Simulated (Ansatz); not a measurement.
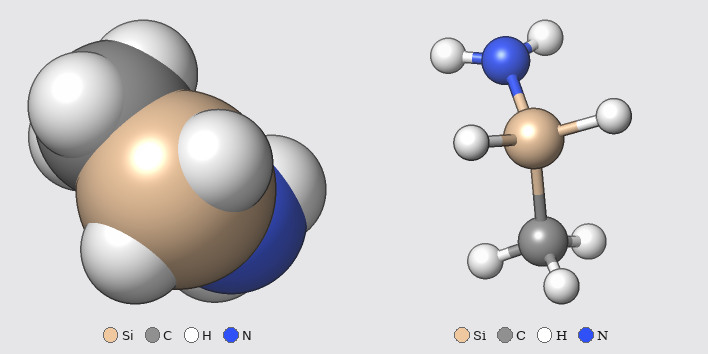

Two views of one molecule.

> Which formula does it have?

CH₇NSi, 10 atoms: 1 carbon, 7 hydrogen, 1 nitrogen and 1 silicon.

> What is the point group of this geometry?

Cs.

> Count the bonded pairs by element.

3 C–H, 2 N–H, 2 Si–H, 1 C–Si, 1 N–Si. Sticks follow a distance rule.

> How many sets of symmetry-equivalent atoms are there?

7: 1 Si, 1 C, 2 H, 1 N, 1 H, 2 H, 2 H.

More results for the same structure follow; atom numbers are the same in all pictures, views and colours differ. The geometry was computed by an optimisation with PBE0-D4/def2-TZVP.

## Vibrations

Harmonic vibrations computed with RKS PBE0-D4/def2-TZVP (Ansatz 0.2.0) at a stationary point of the same level.

> How many vibrational modes are there, and where do they lie?

24 modes: 144, 175, 235, 327, 471, 660, 669, 750, 852, 894, 909, 933, 942, 1272, 1447, 1449, 1583, 2210, 2211, 3042, 3125, 3130, 3611, 3705 cm⁻¹.

## Charges

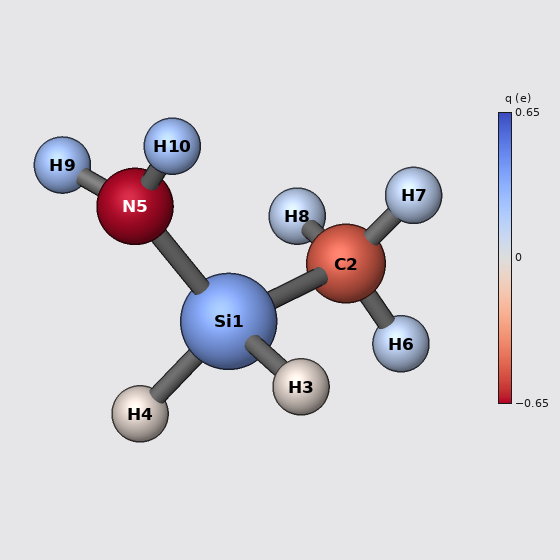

Atoms are coloured by their Mulliken charges. Method: RKS PBE0-D4/def2-TZVP (Ansatz 0.2.0).

> Which atom carries the highest charge (most positive or least negative)?

Si1 (0.35 e).

> And the lowest?

N5 (−0.64 e).

Give the Mulliken charges atom by atom.

```tsv
atom	value (e)
Si1	0.35
C2	−0.48
H3	−0.04
H4	−0.04
N5	−0.64
H6	0.13
H7	0.13
H8	0.13
H9	0.24
H10	0.24
```

## Dipole moment

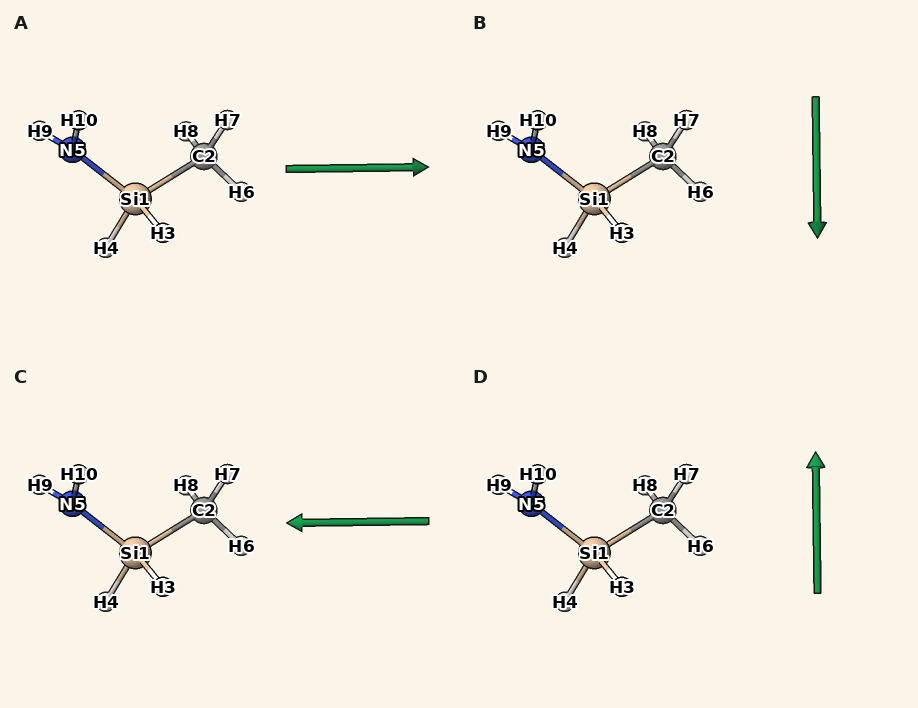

The same molecule four times, each with an arrow. Method: RKS PBE0-D4/def2-TZVP (Ansatz 0.2.0).

> Which arrow points along the dipole moment, from the negative to the positive end?

D. The dipole moment is 1.53 D; it points from the side of H3, H4 to the side of H7, H8 (the outermost atoms at the two ends).

Mulliken values depend strongly on the basis set and can even reverse the polarity of a bond.
